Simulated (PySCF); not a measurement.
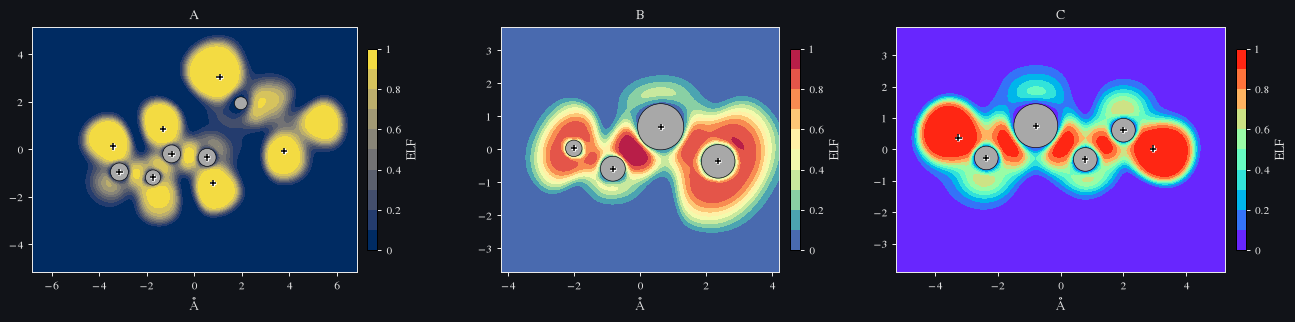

The ELF of 3 systems, each on a plane through atoms (crosses mark nuclei in the plane; grey discs cover the cores).

The calculation used PBE0/pcSseg-1, SCF density, gas phase, non-relativistic (PySCF 2.14.0).

System 1: C₆H₁₇N₃Si (SMILES C/N=C/CN(C)[SiH2]N(C)C), the plane of atoms C4, C3 and H14. Geometry: PBE0-D3(BJ)/def2-SVP.

```
atom    x (Å)    y (Å)    z (Å)
   C   4.3507  -0.6955   0.6533
   N   3.1532   0.0658   0.8623
   C   2.0665  -0.3649   0.3826
   C   0.7614   0.3603   0.5549
   N   0.0752   0.5860  -0.6976
   C   0.7055   1.5415  -1.5755
  Si  -1.2644  -0.4148  -1.1594
   N  -2.3820  -0.4896   0.1616
   C  -3.0640  -1.6897   0.5673
   C  -2.8782   0.7191   0.7690
   H   4.7832  -0.9762   1.6278
   H   4.2049  -1.6170   0.0537
   H   5.1047  -0.0654   0.1537
   H   2.0145  -1.3046  -0.2132
   H   0.9661   1.3108   1.0806
   H   0.1024  -0.2404   1.2079
   H   0.0881   1.6968  -2.4727
   H   0.8267   2.5203  -1.0747
   H   1.7105   1.2232  -1.9118
   H  -0.9517  -1.8549  -1.4390
   H  -1.7626   0.2228  -2.4221
   H  -4.1386  -1.6823   0.2951
   H  -3.0082  -1.8307   1.6638
   H  -2.6079  -2.5719   0.0939
   H  -2.8284   0.6631   1.8732
   H  -3.9321   0.9302   0.4978
   H  -2.2671   1.5793   0.4560
```

System 2: CCl₃F₃Si (Si(CF3)Cl3), the plane of atoms Si1, C2 and F5. Geometry: PBE0-D3(BJ)/def2-SVP.

```tsv
atom	x (Å)	y (Å)	z (Å)
Si	-0.0304	0.0478	-0.9120
C	0.0727	-0.0806	1.0080
F	-1.1483	-0.1429	1.5452
F	0.6939	0.9830	1.5236
F	0.7454	-1.1711	1.3835
Cl	1.8650	0.0915	-1.6472
Cl	-1.0276	1.7619	-1.3642
Cl	-1.0326	-1.5753	-1.6206
```

System 3: C₅H₁₄Si (SiH2Me(tBu)), the plane of atoms C4, Si1 and C8. Geometry: PBE0-D3(BJ)/def2-SVP.

```xyz
20

Si    0.8613    0.9579    0.6059
H     0.8987    0.9278    2.1054
H     2.2775    0.9282    0.1140
C     0.0301    2.5439    0.0272
H     0.0394    2.6179   -1.0712
H     0.5539    3.4249    0.4284
H    -1.0165    2.5912    0.3657
C    -0.0342   -0.6103   -0.0132
C     0.7445   -1.8335    0.4781
C    -0.0785   -0.6030   -1.5436
C    -1.4575   -0.6427    0.5496
H     0.2550   -2.7651    0.1418
H     1.7762   -1.8445    0.0917
H     0.7987   -1.8689    1.5783
H     0.9314   -0.5641   -1.9834
H    -0.6496    0.2542   -1.9351
H    -0.5664   -1.5198   -1.9200
H    -2.0547    0.2207    0.2144
H    -1.4621   -0.6471    1.6516
H    -1.9847   -1.5537    0.2140
```

Which map belongs to which system?

Panel A is system 1, C₆H₁₇N₃Si: the plane holds C, N and H. C–N (1.26 Å): the ELF peaks at about 0.90 between the atoms: a short, multiple covalent bond. Panel B is system 2, CCl₃F₃Si: the plane holds Si, C, F and Cl. C–F (1.34 Å): the ELF peaks at about 0.85 between the atoms (a shared but strongly polarised pair). Panel C is system 3, C₅H₁₄Si: the plane holds Si, C and H. C–C (1.53 Å): the ELF peaks at about 0.95 between the atoms, as expected for a covalent bond.
